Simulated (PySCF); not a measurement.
# doublet BrF+ at 4 levels

Wanted: a comparison of 4 runs (UHF/3-21G, U-wB97M-V/cc-pVTZ, UCAM-B3LYP/cc-pVTZ, UCCSD(T)/cc-pVTZ) of doublet BrF+. Input form: a Python script.

The results are computed with PySCF 2.14.0.

4 further runs of the same task are left out: 4 set aside as unsound or not needed.

**1. The structure to begin with**

The species is BrF+ (2 atoms), meant as a doublet with charge +1. SMILES of the parent species: `FBr`. The coordinates come from a PBE0-D4/def2-TZVP relaxation. That shape belongs to the parent species and isn't relaxed for this state.

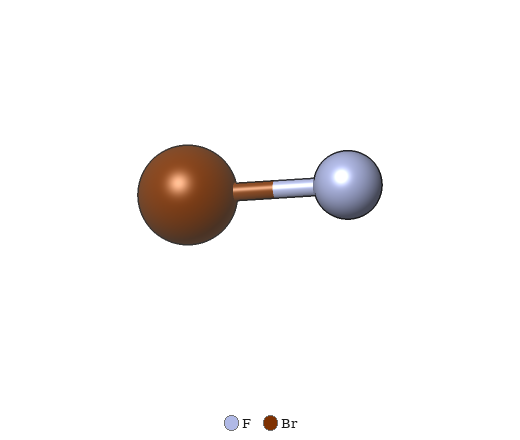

The structure, seen from a chosen angle (fluorine light blue, bromine brown).

**2. The energy at UHF/3-21G (run 1)**

Contents of geometry.xyz:

```xyz
2
BrF
F      0.000000     0.000000     0.023210
Br     0.000000     0.000000     1.776730
```

Contents of input.py:

```python
from pyscf import gto

mol = gto.M(
    atom='geometry.xyz',
    max_memory=1860,
    spin=1,
    charge=1,
    verbose=3,
    basis='3-21g',
)

calc0 = mol.UHF()
calc0.conv_tol = 1e-10
calc0.kernel()
if not calc0.converged:
    calc0 = calc0.newton().run(calc0.mo_coeff, calc0.mo_occ)

e_final = calc0.e_tot
print('E = %.10f Eh' % e_final)
```

Run with:

```sh
$ OMP_NUM_THREADS=1 python input.py
```

Output:

```text
converged SCF energy = -2658.47249979589  <S^2> = 0.84706763  2S+1 = 2.0948199
E = -2658.4724997959 Eh
```

Wall time 0.68 s (1 thread of Arm Neoverse V2, shared host); peak memory 0.12 GiB.

**3. A single-point energy at U-wB97M-V/cc-pVTZ (run 2)**

Contents of input.py:

```python
from pyscf import gto, dft

mol = gto.M(
    atom=[
    ('F', (-0.000000, -0.000000, 0.023210)),
    ('Br', (0.000000, 0.000000, 1.776730)),
],
    charge=1,
    basis='cc-pvtz',
    verbose=3,
    max_memory=1860,
    spin=1,
)

mf = dft.UKS(mol)
mf.xc = 'wb97m-v'
mf.grids.level = 5
mf.nlcgrids.level = 1
mf.conv_tol = 1e-10
mf.kernel()
if not mf.converged:
    mf = mf.newton().run(mf.mo_coeff, mf.mo_occ)

e_final = mf.e_tot
print('E(%s) = %.9f' % ('WB97M-V', e_final))
```

Run with:

```sh
$ OMP_NUM_THREADS=1 python input.py
```

Output:

```text
WARN: HOMO -0.346832227826494 >= LUMO -0.346832227826495

converged SCF energy = -2673.41656890998  <S^2> = 0.75271031  2S+1 = 2.0027085
E(WB97M-V) = -2673.416568910
```

Run time: 38 s. Hardware: 1 thread of Arm Neoverse V2, shared host; peak memory 0.4 GiB.

**4. A single-point energy at UCAM-B3LYP/cc-pVTZ (run 3)**

Contents of job.py:

```python
from pyscf import gto, dft

mol = gto.M(
    atom='''
F        0.000000       0.000000       0.023210
Br       0.000000       0.000000       1.776730
''',
    verbose=3,
    charge=1,
    basis='cc-pvtz',
    spin=1,
    max_memory=1860,
)

ks = dft.UKS(mol)
ks.xc = 'cam-b3lyp'
ks.grids.level = 5
ks.conv_tol = 1e-10
ks.kernel()
if not ks.converged:
    ks = ks.newton().run(ks.mo_coeff, ks.mo_occ)

e_tot = ks.e_tot
print('Final energy', e_tot)
```

Run with:

```sh
$ OMP_NUM_THREADS=1 python job.py
```

Output:

```text
WARN: HOMO -0.333933245674919 >= LUMO -0.333933245674917

converged SCF energy = -2673.68482125127  <S^2> = 0.75301434  2S+1 = 2.0030121
Final energy -2673.684821251272
```

It took 19 s on 1 thread of Arm Neoverse V2, shared host; peak memory 0.35 GiB.

**5. A single-point energy at UCCSD(T)/cc-pVTZ (run 4)**

geometry.xyz: that of step 2 with these lines changed.

```diff
@@ -1,3 +1,3 @@
 2
-BrF
+
 F      0.000000     0.000000     0.023210
```

Contents of input.py:

```python
from pyscf import gto, scf, cc

system = gto.M(
    atom='geometry.xyz',
    verbose=3,
    max_memory=1860,
    basis='cc-pvtz',
    charge=1,
    spin=1,
)

mf = scf.UHF(system)
mf.conv_tol = 1e-10
mf.kernel()
if not mf.converged:
    mf = mf.newton().run(mf.mo_coeff, mf.mo_occ)

mycc = cc.CCSD(mf, frozen=10)
mycc.kernel()
e_t = mycc.ccsd_t()
e_final = mycc.e_tot + e_t
print('Final energy', e_final)
```

Run with:

```sh
$ OMP_NUM_THREADS=1 python input.py
```

Output:

```text
converged SCF energy = -2671.45471921082  <S^2> = 0.76666261  2S+1 = 2.0165938
E(UCCSD) = -2671.922635037438  E_corr = -0.4679158266141712
UCCSD(T) correction = -0.0182880348068554
Final energy -2671.940923072245
```

It took 59 s on 1 thread of Arm Neoverse V2, shared host; peak memory 0.75 GiB.

**6. The series**

```csv
run,level,integration grid,nlc grid,energy (Eh),HOMO energy (eV),LUMO energy (eV),⟨S²⟩,wall time
1,UHF/3-21G,–,–,-2658.472500,-20.78,-10.25,0.847,0.68 s
2,U-wB97M-V/cc-pVTZ,5,1,-2673.416569,-19.90,-12.45,0.753,38 s
3,UCAM-B3LYP/cc-pVTZ,5,–,-2673.684821,-19.03,-13.64,0.753,19 s
4,UCCSD(T)/cc-pVTZ,–,–,-2671.940923,-21.21,-10.14,0.767,59 s
```

**7. Outcome**

| quantity | value |
| --- | --- |
| run 4: total energy | -2671.94092 Eh |
| run 4: HOMO energy (Hartree–Fock orbitals) (highest over α and β) | -21.21 eV |
| run 4: LUMO energy (Hartree–Fock orbitals) (lowest over α and β) | -10.14 eV |
| run 4: correlation energy (10 core orbitals frozen) | -486.2 mEh |
| run 4: (T) correction | -18.29 mEh |
| run 4: ⟨S²⟩ of the reference determinant | 0.767 |
| run 4: T1 diagnostic | 0.024 |

In words: Totals of different functionals can't be ranked against each other. All runs together took 1.9 min, the longest 59 s.
